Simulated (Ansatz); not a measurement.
# BCl₂H₅OSi (built from SMILES OB(Cl)Cl.[SiH4]): search for a transition state, part 2 of 2

Ansatz 0.2.0, Gaussian basis; PBE0-D4. The steps go on from the part before.

## Step 7: Relaxing after a step of 0.30 Å one way along the mode

downa/in.yaml

```yaml
crystal:
  periodic: [false, false, false]
  atoms:
    - {symbol: B, position_ang: [-0.728708, 0.476739, -0.157386]}
    - {symbol: O, position_ang: [0.490894, 1.622741, -0.316192]}
    - {symbol: Cl, position_ang: [-1.643511, 0.405448, -1.685723]}
    - {symbol: Cl, position_ang: [-1.589621, 0.865385, 1.382582]}
    - {symbol: H, position_ang: [0.828889, 0.884460, -0.136850]}
    - {symbol: Si, position_ang: [0.421032, -1.270811, 0.066289]}
    - {symbol: H, position_ang: [0.417356, 2.238069, 0.458716]}
    - {symbol: H, position_ang: [1.344298, -1.364490, 1.252453]}
    - {symbol: H, position_ang: [-0.737731, -2.157216, 0.278925]}
    - {symbol: H, position_ang: [1.197002, -1.700325, -1.142713]}
basis:
  gaussian: {orbitals: def2-TZVP}
hamiltonian: {xc: pbe0, dispersion: d4}
relax: {f_tol: 0.005, max_steps: 200}
```

Launch:

```console
> ansatz run in.yaml --threads 8 --pin off --events-out ev --progress --plain --max-ram 19148MiB
```

Output:

```text
Functional definition: PBE0
  name "PBE0"
  cite "Adamo & Barone, J. Chem. Phys. 110, 6158 (1999) doi:10.1063/1.478522"
  cite "Perdew, Burke & Ernzerhof, Phys. Rev. Lett. 77, 3865 (1996) doi:10.1103/PhysRevLett.77.3865"
  parent pbe
  parameter a = 0.25
  parameter kappa = 0.804
  parameter beta = 0.06672455060314922
  exchange = (1 - a)*pbe_x(kappa = kappa, mu = beta*pi^2/3) + a*exact_x
  correlation = pbe_c(beta = beta)
1344 factors; their error is unknown
mean field evaluation 1: about -35711.9510 eV, gradient 4.6e1 eV
mean field evaluation 2: about -35709.0354 eV, gradient 6.2e1 eV
mean field evaluation 4: about -35715.5426 eV, gradient 1.8e0 eV
mean field evaluation 8: about -35715.5499 eV, gradient 1.0e-1 eV
mean field evaluation 16: about -35715.6580 eV, gradient 2.7e-4 eV
mean field -35715.65799801 eV, -1312.5262224845 hartree, gradient 6.9e-5 eV, S^2 0.000000; 0 other end points of the search recorded, 0 dependent functions left out
the calculation of the forces begins
reference -35715.65803081 eV, -1312.5262236897 hartree; 33, 33 occupied and 170, 170 virtual orbitals, 1344 factors
relax step   1: F+E_penalty+E_count = -35715.90064725 eV  Δ(F+E_penalty+E_count) = +0.000e0 eV  max|allowed force component| = 1.108e1 eV/Å  Δτ_max = 0.0000 Å  (28 SCF iters, accepted)
these checks for a lower state are left out or cut short: starts, cluster_reference, orbital_swaps, neighbouring_geometries, increment
1344 factors; their error is unknown
mean field -35716.71678739 eV, -1312.5651322763 hartree, gradient 1.9e-5 eV, S^2 0.000000; 0 other end points of the search recorded, 0 dependent functions left out
the calculation of the forces begins
reference -35716.71682038 eV, -1312.5651334889 hartree; 33, 33 occupied and 170, 170 virtual orbitals, 1344 factors
relax step   2: F+E_penalty+E_count = -35716.95781087 eV  Δ(F+E_penalty+E_count) = -1.057e0 eV  max|allowed force component| = 1.376e0 eV/Å  Δτ_max = 0.1955 Å  (36 SCF iters, accepted)
these checks for a lower state are left out or cut short: starts, cluster_reference, orbital_swaps, neighbouring_geometries, increment
1344 factors; their error is unknown
mean field evaluation 32: about -35716.9618 eV, gradient 1.2e-5 eV
mean field -35716.96175895 eV, -1312.5741348151 hartree, gradient 1.2e-5 eV, S^2 0.000000; 0 other end points of the search recorded, 0 dependent functions left out
the calculation of the forces begins
reference -35716.96179179 eV, -1312.5741360220 hartree; 33, 33 occupied and 170, 170 virtual orbitals, 1344 factors
relax step   3: F+E_penalty+E_count = -35717.20307937 eV  Δ(F+E_penalty+E_count) = -2.453e-1 eV  max|allowed force component| = 7.460e-1 eV/Å  Δτ_max = 0.2000 Å  (30 SCF iters, accepted)
[... from here on, the SCF cycles and remarks between the steps are left out ...]
relax step   4: F+E_penalty+E_count = -35717.31217602 eV  Δ(F+E_penalty+E_count) = -1.091e-1 eV  max|allowed force component| = 1.670e0 eV/Å  Δτ_max = 0.1950 Å  (30 SCF iters, accepted)
relax step   5: F+E_penalty+E_count = -35717.33256841 eV  Δ(F+E_penalty+E_count) = -2.039e-2 eV  max|allowed force component| = 7.849e-1 eV/Å  Δτ_max = 0.1649 Å  (29 SCF iters, accepted)
relax step   6: F+E_penalty+E_count = -35717.40138122 eV  Δ(F+E_penalty+E_count) = -6.881e-2 eV  max|allowed force component| = 3.083e-1 eV/Å  Δτ_max = 0.2000 Å  (29 SCF iters, accepted)
relax step   7: F+E_penalty+E_count = -35717.42486291 eV  Δ(F+E_penalty+E_count) = -2.348e-2 eV  max|allowed force component| = 1.565e-1 eV/Å  Δτ_max = 0.2000 Å  (29 SCF iters, accepted)
relax step   8: F+E_penalty+E_count = -35717.44991027 eV  Δ(F+E_penalty+E_count) = -2.505e-2 eV  max|allowed force component| = 1.917e-1 eV/Å  Δτ_max = 0.1999 Å  (28 SCF iters, accepted)
relax step   9: F+E_penalty+E_count = -35717.41047373 eV  Δ(F+E_penalty+E_count) = +3.944e-2 eV  max|allowed force component| = 1.394e0 eV/Å  Δτ_max = 0.1914 Å  (30 SCF iters, rejected (line search))
relax step  10: F+E_penalty+E_count = -35717.46088994 eV  Δ(F+E_penalty+E_count) = -1.098e-2 eV  max|allowed force component| = 1.078e-1 eV/Å  Δτ_max = 0.0957 Å  (30 SCF iters, accepted)
relax step  11: F+E_penalty+E_count = -35717.47032744 eV  Δ(F+E_penalty+E_count) = -9.437e-3 eV  max|allowed force component| = 8.469e-2 eV/Å  Δτ_max = 0.1000 Å  (30 SCF iters, accepted)
relax step  12: F+E_penalty+E_count = -35717.48239170 eV  Δ(F+E_penalty+E_count) = -1.206e-2 eV  max|allowed force component| = 5.993e-2 eV/Å  Δτ_max = 0.1500 Å  (30 SCF iters, accepted)
relax step  13: F+E_penalty+E_count = -35717.45712413 eV  Δ(F+E_penalty+E_count) = +2.527e-2 eV  max|allowed force component| = 1.164e0 eV/Å  Δτ_max = 0.1950 Å  (28 SCF iters, rejected (line search))
relax step  14: F+E_penalty+E_count = -35717.48878489 eV  Δ(F+E_penalty+E_count) = -6.393e-3 eV  max|allowed force component| = 5.719e-2 eV/Å  Δτ_max = 0.0975 Å  (30 SCF iters, accepted)
relax step  15: F+E_penalty+E_count = -35717.49228769 eV  Δ(F+E_penalty+E_count) = -3.503e-3 eV  max|allowed force component| = 2.900e-1 eV/Å  Δτ_max = 0.0964 Å  (29 SCF iters, accepted)
relax step  16: F+E_penalty+E_count = -35717.50025320 eV  Δ(F+E_penalty+E_count) = -7.966e-3 eV  max|allowed force component| = 2.259e-2 eV/Å  Δτ_max = 0.1500 Å  (29 SCF iters, accepted)
relax step  17: F+E_penalty+E_count = -35717.50026831 eV  Δ(F+E_penalty+E_count) = -1.511e-5 eV  max|allowed force component| = 2.206e-2 eV/Å  Δτ_max = 0.0009 Å  (21 SCF iters, accepted)
relax step  18: F+E_penalty+E_count = -35717.50342461 eV  Δ(F+E_penalty+E_count) = -3.156e-3 eV  max|allowed force component| = 1.726e-2 eV/Å  Δτ_max = 0.1028 Å  (30 SCF iters, accepted)
relax step  19: F+E_penalty+E_count = -35717.47175005 eV  Δ(F+E_penalty+E_count) = +3.167e-2 eV  max|allowed force component| = 1.218e0 eV/Å  Δτ_max = 0.1954 Å  (30 SCF iters, rejected (line search))
relax step  20: F+E_penalty+E_count = -35717.50396707 eV  Δ(F+E_penalty+E_count) = -5.425e-4 eV  max|allowed force component| = 7.882e-2 eV/Å  Δτ_max = 0.0574 Å  (30 SCF iters, accepted)
relax step  21: F+E_penalty+E_count = -35717.50479954 eV  Δ(F+E_penalty+E_count) = -8.325e-4 eV  max|allowed force component| = 3.074e-2 eV/Å  Δτ_max = 0.0309 Å  (31 SCF iters, accepted)
relax step  22: F+E_penalty+E_count = -35717.50547430 eV  Δ(F+E_penalty+E_count) = -6.748e-4 eV  max|allowed force component| = 1.173e-1 eV/Å  Δτ_max = 0.0497 Å  (30 SCF iters, accepted)
relax step  23: F+E_penalty+E_count = -35717.50597770 eV  Δ(F+E_penalty+E_count) = -5.034e-4 eV  max|allowed force component| = 7.940e-2 eV/Å  Δτ_max = 0.0169 Å  (31 SCF iters, accepted)
relax step  24: F+E_penalty+E_count = -35717.50643772 eV  Δ(F+E_penalty+E_count) = -4.600e-4 eV  max|allowed force component| = 4.395e-2 eV/Å  Δτ_max = 0.0345 Å  (30 SCF iters, accepted)
relax step  25: F+E_penalty+E_count = -35717.50664446 eV  Δ(F+E_penalty+E_count) = -2.067e-4 eV  max|allowed force component| = 1.000e-1 eV/Å  Δτ_max = 0.0539 Å  (30 SCF iters, accepted)
relax step  26: F+E_penalty+E_count = -35717.50682436 eV  Δ(F+E_penalty+E_count) = -1.799e-4 eV  max|allowed force component| = 5.832e-2 eV/Å  Δτ_max = 0.0045 Å  (32 SCF iters, accepted)
relax step  27: F+E_penalty+E_count = -35717.50690491 eV  Δ(F+E_penalty+E_count) = -8.056e-5 eV  max|allowed force component| = 1.534e-2 eV/Å  Δτ_max = 0.0079 Å  (32 SCF iters, accepted)
relax step  28: F+E_penalty+E_count = -35717.50694573 eV  Δ(F+E_penalty+E_count) = -4.082e-5 eV  max|allowed force component| = 2.203e-3 eV/Å  Δτ_max = 0.0102 Å  (30 SCF iters, accepted)
relax step  29: F+E_penalty+E_count = -35717.50697194 eV  Δ(F+E_penalty+E_count) = -2.621e-5 eV  max|allowed force component| = 1.661e-2 eV/Å  Δτ_max = 0.0219 Å  (31 SCF iters, accepted)
these checks for a lower state are left out or cut short: starts, cluster_reference, orbital_swaps, neighbouring_geometries, increment
1344 factors; their error is unknown
mean field -35717.26791531 eV, -1312.5853858537 hartree, gradient 1.5e-5 eV, S^2 0.000000; 0 other end points of the search recorded, 0 dependent functions left out
the calculation of the forces begins
reference -35717.26794842 eV, -1312.5853870706 hartree; 33, 33 occupied and 170, 170 virtual orbitals, 1344 factors
relax step  30: F+E_penalty+E_count = -35717.50698092 eV  Δ(F+E_penalty+E_count) = -8.981e-6 eV  max|allowed force component| = 3.446e-3 eV/Å  Δτ_max = 0.0028 Å  (33 SCF iters, accepted)
1344 factors; their error is unknown
mean field evaluation 224: about -35713.9916 eV, gradient 4.2e1 eV
mean field -35717.26791530 eV, -1312.5853858537 hartree, gradient 8.9e-5 eV, S^2 0.000000; 1 other end points of the search recorded, 0 dependent functions left out
the calculation of the forces begins
reference -35717.26794842 eV, -1312.5853870706 hartree; 33, 33 occupied and 170, 170 virtual orbitals, 1344 factors
Total energy: -35717.50701403 eV, -1312.5941725699 hartree
Atom 0 at    -0.555427     0.342841     0.051163 Å, force    -0.000291    -0.000667    -0.000799 eV/Å
Atom 1 at     0.647164     1.484320    -0.107093 Å, force    -0.002621    -0.002244     0.001578 eV/Å
Atom 2 at    -1.624640     0.725739    -1.385197 Å, force     0.000996     0.000630     0.001129 eV/Å
Atom 3 at    -1.293788     0.799588     1.663534 Å, force     0.000690     0.000462    -0.001026 eV/Å
Atom 4 at     0.585194     2.049949     0.680111 Å, force     0.000686     0.000971    -0.003446 eV/Å
Atom 5 at     0.294700    -1.493878     0.003986 Å, force    -0.001375    -0.001032     0.001474 eV/Å
Atom 6 at     0.411011     2.017188    -0.884101 Å, force     0.000306     0.000501     0.002431 eV/Å
Atom 7 at     1.277638    -1.663200     1.112503 Å, force     0.000722     0.000567    -0.000519 eV/Å
Atom 8 at    -0.755377    -2.537788     0.147123 Å, force     0.000237     0.000495    -0.000764 eV/Å
Atom 9 at     1.013425    -1.724759    -1.281928 Å, force     0.000649     0.000319    -0.000058 eV/Å
Dipole moment:     0.525743     0.744596    -0.074201 e Å
```

Run time: 30 s. Hardware: 8 threads of AMD EPYC 9R45, shared host; peak memory 0.65 GiB.

The steps of the relaxation: (the energy doesn't fall at every step)

| step | energy from step 1 (eV) | largest force component (eV/Å) |
| --- | --- | --- |
| 1 | 0.0000 | 11.0845 |
| 2 | -1.0572 | 1.3758 |
| 3 | -1.3024 | 0.7460 |
| 4 | -1.4115 | 1.6698 |
| 5 | -1.4319 | 0.7849 |
| 6 | -1.5007 | 0.3083 |
| 7 | -1.5242 | 0.1565 |
| 8 | -1.5493 | 0.1917 |
| 9 | -1.5098 | 1.3936 |
| 10 | -1.5602 | 0.1078 |
| 11 | -1.5697 | 0.0847 |
| 12 | -1.5817 | 0.0599 |
| 13 | -1.5565 | 1.1640 |
| 14 | -1.5881 | 0.0572 |
| 15 | -1.5916 | 0.2900 |
| 16 | -1.5996 | 0.0226 |
| 17 | -1.5996 | 0.0221 |
| 18 | -1.6028 | 0.0173 |
| 19 | -1.5711 | 1.2177 |
| 20 | -1.6033 | 0.0788 |
| 21 | -1.6042 | 0.0307 |
| 22 | -1.6048 | 0.1173 |
| 23 | -1.6053 | 0.0794 |
| 24 | -1.6058 | 0.0439 |
| 25 | -1.6060 | 0.1000 |
| 26 | -1.6062 | 0.0583 |
| 27 | -1.6063 | 0.0153 |
| 28 | -1.6063 | 0.0022 |
| 29 | -1.6063 | 0.0166 |
| 30 | -1.6063 | 0.0034 |

Close pairs (by a distance rule), those that changed most:

| bond | before (Å) | after (Å) | change (Å) |
| --- | --- | --- | --- |
| O2–H5 | 0.832 | 0.971 | +0.140 |
| B1–Si6 | 2.104 | 2.024 | -0.079 |
| B1–Cl3 | 1.783 | 1.831 | +0.048 |
| B1–Cl4 | 1.807 | 1.831 | +0.025 |
| O2–H7 | 0.992 | 0.971 | -0.021 |
| B1–O2 | 1.681 | 1.666 | -0.015 |
| Si6–H8 | 1.506 | 1.491 | -0.015 |
| Si6–H9 | 1.474 | 1.488 | +0.013 |

## Step 8: Relaxing after a step of 0.30 Å the other way along the mode

downb/in.yaml

```yaml
crystal:
  periodic: [false, false, false]
  atoms:
    - {symbol: B, position_ang: [-0.602918, 0.782947, -0.186920]}
    - {symbol: O, position_ang: [0.294867, 1.862201, -0.370831]}
    - {symbol: Cl, position_ang: [-1.584036, 0.357269, -1.646718]}
    - {symbol: Cl, position_ang: [-1.553245, 0.804663, 1.368077]}
    - {symbol: H, position_ang: [0.698569, 0.301605, -0.079431]}
    - {symbol: Si, position_ang: [0.505597, -1.268600, 0.068037]}
    - {symbol: H, position_ang: [0.411629, 2.310378, 0.469587]}
    - {symbol: H, position_ang: [1.359585, -1.379135, 1.264456]}
    - {symbol: H, position_ang: [-0.736250, -2.064577, 0.265325]}
    - {symbol: H, position_ang: [1.206101, -1.706752, -1.151481]}
basis:
  gaussian: {orbitals: def2-TZVP}
hamiltonian: {xc: pbe0, dispersion: d4}
relax: {f_tol: 0.005, max_steps: 200}
```

Launch:

```console
> ansatz run in.yaml --threads 8 --pin off --events-out ev --progress --plain --max-ram 19148MiB
```

Output (excerpt; [...] marks lines left out):

```text
[... 5 set-up lines as earlier in the session ...]
[...]
1344 factors; their error is unknown
[...]
mean field -35716.86036977 eV, -1312.5704088316 hartree, gradient 4.1e-5 eV, S^2 0.000000; 0 other end points of the search recorded, 0 dependent functions left out
[...]
reference -35716.86040329 eV, -1312.5704100635 hartree; 33, 33 occupied and 170, 170 virtual orbitals, 1344 factors
relax step   1: F+E_penalty+E_count = -35717.10139605 eV  Δ(F+E_penalty+E_count) = +0.000e0 eV  max|allowed force component| = 1.629e0 eV/Å  Δτ_max = 0.0000 Å  (27 SCF iters, accepted)
[...]
Atom 0 at    -1.047627     1.547209    -0.321635 Å, force    -0.001754    -0.002382    -0.000956 eV/Å
Atom 1 at    -0.112311     2.496972    -0.457306 Å, force     0.002525     0.004269     0.003132 eV/Å
Atom 2 at    -1.451496     0.562338    -1.707130 Å, force     0.000358     0.000102    -0.000371 eV/Å
Atom 3 at    -1.876492     1.281924     1.208908 Å, force    -0.000642    -0.000251     0.001882 eV/Å
Atom 4 at     1.154946    -0.336178     0.416374 Å, force     0.000346     0.000333     0.000026 eV/Å
Atom 5 at     0.883669    -1.778492     0.182178 Å, force    -0.000414    -0.000066     0.000154 eV/Å
Atom 6 at     0.052161     2.989443     0.352561 Å, force    -0.000404    -0.001452    -0.003620 eV/Å
Atom 7 at     1.814982    -2.583943     1.013206 Å, force    -0.000558     0.000117    -0.000509 eV/Å
Atom 8 at    -0.516282    -2.085873     0.564613 Å, force     0.000380    -0.000385    -0.000245 eV/Å
Atom 9 at     1.098349    -2.093400    -1.251667 Å, force     0.000164    -0.000284     0.000507 eV/Å
Dipole moment:     0.120745     0.238445     0.240830 e Å
```

It took 29 s on 8 threads of AMD EPYC 9R45, shared host; peak memory 0.67 GiB.

Step by step: (the energy doesn't fall at every step)

| step | energy from step 1 (eV) | largest force component (eV/Å) |
| --- | --- | --- |
| 1 | 0.0000 | 1.6286 |
| 2 | -0.5120 | 1.7154 |
| 3 | -0.8040 | 1.6572 |
| 4 | -0.9266 | 1.3876 |
| 5 | -1.1513 | 0.7138 |
| 6 | -1.3442 | 0.3748 |
| 7 | -1.4333 | 0.5601 |
| 8 | -1.4686 | 0.4631 |
| 9 | -1.4286 | 0.5632 |
| 10 | -1.4894 | 0.1281 |
| 11 | -1.4934 | 0.0618 |
| 12 | -1.4952 | 0.0593 |
| 13 | -1.4969 | 0.0690 |
| 14 | -1.4976 | 0.0424 |
| 15 | -1.4981 | 0.0313 |
| 16 | -1.4981 | 0.0594 |
| 17 | -1.4983 | 0.0355 |
| 18 | -1.4985 | 0.0146 |
| 19 | -1.4990 | 0.0619 |
| 20 | -1.4973 | 0.2009 |
| 21 | -1.4996 | 0.0809 |
| 22 | -1.4998 | 0.1029 |
| 23 | -1.5002 | 0.0920 |
| 24 | -1.5012 | 0.0041 |
| 25 | -1.5017 | 0.0280 |
| 26 | -1.5018 | 0.0626 |
| 27 | -1.5020 | 0.0309 |
| 28 | -1.5021 | 0.0189 |
| 29 | -1.5022 | 0.0097 |
| 30 | -1.5021 | 0.0290 |
| 31 | -1.5022 | 0.0067 |
| 32 | -1.5022 | 0.0043 |

Distances of close pairs at the start and the end, largest changes first:

| bond | before (Å) | after (Å) | change (Å) |
| --- | --- | --- | --- |
| B1–H5 | 1.392 | 2.991 | +1.599 |
| H5–Si6 | 1.589 | 1.486 | -0.103 |
| B1–O2 | 1.416 | 1.340 | -0.076 |
| B1–Cl3 | 1.810 | 1.747 | -0.062 |
| B1–Cl4 | 1.823 | 1.761 | -0.062 |
| Si6–H8 | 1.474 | 1.485 | +0.011 |
| Si6–H10 | 1.473 | 1.484 | +0.011 |
| Si6–H9 | 1.488 | 1.483 | -0.005 |

## Step 9: The three structures

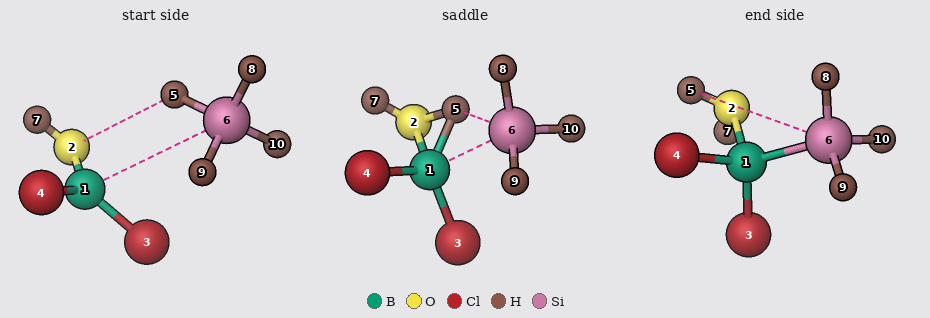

The minimum on the start side, the saddle and the minimum on the end side; broken lines join the pairs that change, where they aren't drawn as bonds.

| pair | start side (Å) | saddle (Å) | end side (Å) |
| --- | --- | --- | --- |
| B1–Si6 | 3.879 | 2.223 | 2.024 |
| O2–H5 | 3.224 | 1.231 | 0.971 |
| B1–O2 | 1.340 | 1.545 | 1.666 |
| H5–Si6 | 1.486 | 1.895 | 3.619 |

## Step 10: Results

What follows sums up all 2 parts.

| quantity | value |
| --- | --- |
| imaginary mode | 1365i cm⁻¹ |
| barrier from the start side | 51.6 kcal/mol |
| barrier from the end side | 26.3 kcal/mol |
| energy of the step | +25.3 kcal/mol |
| pairs that change | B1–Si6 formed, O2–H5 formed, B1–O2 loosened, H5–Si6 broken |
| zero-point energy at the saddle | 1.427 eV |

What this shows: The point has a single imaginary mode (1365i cm⁻¹), as a transition state must. Going downhill both ways gives the intended start and end. A bond meant to break is only loosened at the end: the products stay bound as an adduct. At PBE0-D4/def2-TZVP the electronic barrier is 51.6 kcal/mol, about 87 kT at 298 K, and the step runs 25.3 kcal/mol uphill. The barrier is thin enough for tunnelling; the leading (Wigner) term alone is a factor of 2.8 at 298 K. A step off the saddle overshot and began above it in energy, so the link to its end is likely but not proven. Lower complexes than these ends may exist.
